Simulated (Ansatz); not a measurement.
# B3LYP/cc-pVDZ run of CH5BN2 (SMILES NC1BN1)

What is the energy change on altering one bond length of CH5BN2 at B3LYP/cc-pVDZ? 

The results are computed with Ansatz 0.2.0.

74 further runs of the same task are left out: 74 set aside as unsound or not needed.

### Step 1. The molecule

CH5BN2 has 9 atoms, charge 0, and is taken as a singlet. SMILES: `NC1BN1`. The coordinates come from a PBE0-D4/def2-TZVP relaxation. This is one conformer, not always the lowest.

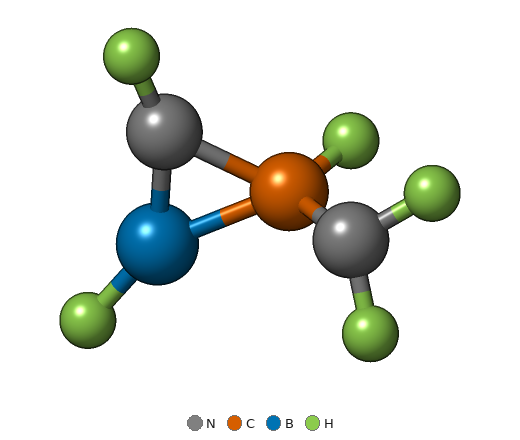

Viewed from a chosen angle; nitrogen grey, carbon orange, boron blue, hydrogen green.

### Step 2. The energy at B3LYP/cc-pVDZ

Input file molecule.yaml:

```yaml
crystal:
  periodic: [false, false, false]
  atoms:
    - symbol: N
      position_ang: [0.142900, 1.194400, -0.640600]
    - symbol: C
      position_ang: [-0.364200, -0.077200, -0.222300]
    - symbol: B
      position_ang: [0.591200, -1.194100, 0.303200]
    - symbol: "N"
      position_ang: [-0.130500, -0.469900, 1.171500]
    - symbol: H
      position_ang: [0.784000, 1.117400, -1.417000]
    - symbol: H
      position_ang: [-0.589900, 1.842600, -0.892400]
    - symbol: H
      position_ang: [-1.366400, -0.317200, -0.582700]
    - symbol: H
      position_ang: [1.414200, -2.039000, 0.194700]
    - symbol: H
      position_ang: [-0.392800, -0.103200, 2.068300]
basis:
  gaussian:
    orbitals: cc-pVDZ
hamiltonian:
  xc: {name: B3LYP}
accuracy: high
output: {orbitals: {seedname: orbitals}}
```

Started as:

```
$ ansatz run molecule.yaml --threads 1 --pin off --max-ram 3480MiB --events-out events.jsonl --progress --plain --runs-dir runs
```

The log of the run:

```text
Warning: RAYON_NUM_THREADS=1 ignored (pool sized by the plan → 1); use --threads N
Functional definition: B3LYP
  name "B3LYP"
  parameter a0 = 0.2
  parameter ax = 0.72
  parameter ac = 0.81
  exchange = (1 - a0 - ax)*slater_x + ax*b88_x + a0*exact_x
  correlation = (1 - ac)*vwn_rpa_c + ac*lyp_c
1915 factors; integrals over basis functions are off by at most 3.1e-9 eV
mean field evaluation 1: about -4765.8214 eV, gradient 6.2e1 eV
mean field evaluation 2: about -4754.8268 eV, gradient 9.2e1 eV
mean field evaluation 4: about -4773.9436 eV, gradient 5.6e0 eV
mean field evaluation 8: about -4774.0027 eV, gradient 2.3e-1 eV
mean field evaluation 16: about -4774.0028 eV, gradient 2.7e-6 eV
mean field -4774.00279551 eV, -175.4413667997 hartree, gradient 1.4e-8 eV, S^2 0.000000; 0 other end points of the search recorded, 0 dependent functions left out
reference -4774.00283404 eV, -175.4413682157 hartree; 15, 15 occupied and 66, 66 virtual orbitals, 1915 factors
Total energy: -4774.00283404 eV, -175.4413682157 hartree
```

Wall time 4.5 s (1 thread of Arm Neoverse V2, shared host); peak memory 0.24 GiB.

### Step 3. The distorted shape, same level

Input file job.yaml:

```yaml
crystal:
  periodic: [false, false, false]
  atoms:
    - {symbol: N, position_ang: [0.362742, 0.999938, -0.565059]}
    - {symbol: C, position_ang: [-0.144358, -0.271662, -0.146759]}
    - {symbol: B, position_ang: [0.811042, -1.388562, 0.378741]}
    - {symbol: N, position_ang: [0.089342, -0.664362, 1.247041]}
    - {symbol: H, position_ang: [1.003842, 0.922938, -1.341459]}
    - {symbol: H, position_ang: [-0.589900, 1.842600, -0.892400]}
    - {symbol: H, position_ang: [-1.146558, -0.511662, -0.507159]}
    - {symbol: H, position_ang: [1.634042, -2.233462, 0.270241]}
    - {symbol: H, position_ang: [-0.172958, -0.297662, 2.143841]}
basis:
  gaussian:
    orbitals: cc-pVDZ
hamiltonian:
  xc: {name: B3LYP}
accuracy: high
output: {orbitals: {seedname: orbitals}}
```

Started as:

```
$ ansatz run job.yaml --threads 1 --pin off --max-ram 3480MiB --events-out events.jsonl --progress --plain --runs-dir runs
```

The log of the run, cut to the lines that bear on the results:

```text
Warning: RAYON_NUM_THREADS=1 ignored (pool sized by the plan → 1); use --threads N
[... 7 set-up lines as earlier in the session ...]
1919 factors; integrals over basis functions are off by at most 3.1e-9 eV
mean field evaluation 1: about -4764.4144 eV, gradient 6.2e1 eV
mean field evaluation 2: about -4749.7277 eV, gradient 9.9e1 eV
mean field evaluation 4: about -4772.8580 eV, gradient 6.8e0 eV
mean field evaluation 8: about -4772.9581 eV, gradient 3.1e-1 eV
mean field evaluation 16: about -4772.9583 eV, gradient 4.0e-6 eV
mean field -4772.95832141 eV, -175.4029830845 hartree, gradient 5.4e-8 eV, S^2 0.000000; 0 other end points of the search recorded, 0 dependent functions left out
reference -4772.95836188 eV, -175.4029845716 hartree; 15, 15 occupied and 66, 66 virtual orbitals, 1919 factors
Total energy: -4772.95836188 eV, -175.4029845716 hartree
```

Wall time 4.5 s (1 thread of Arm Neoverse V2, shared host); peak memory 0.24 GiB.

### Step 4. Results

At B3LYP/cc-pVDZ:

| quantity | value |
| --- | --- |
| first shape: total energy | -175.44137 Eh |
| first shape: HOMO energy | -6.27 eV |
| first shape: LUMO energy | 0.42 eV |
| first shape: HOMO–LUMO gap | 6.69 eV |
| distorted shape: total energy | -175.40298 Eh |
| distorted shape: HOMO energy | -6.23 eV |
| distorted shape: LUMO energy | 0.05 eV |
| distorted shape: HOMO–LUMO gap | 6.29 eV |
| energy change with the N1–H6 bond stretched from 1.010 to 1.313 Å | 1.044 eV |

With the N1–H6 bond stretched from 1.010 to 1.313 Å the energy rises by 1.04 eV (101 kJ/mol). The first shape isn't relaxed at this level, so the change isn't measured from a minimum.
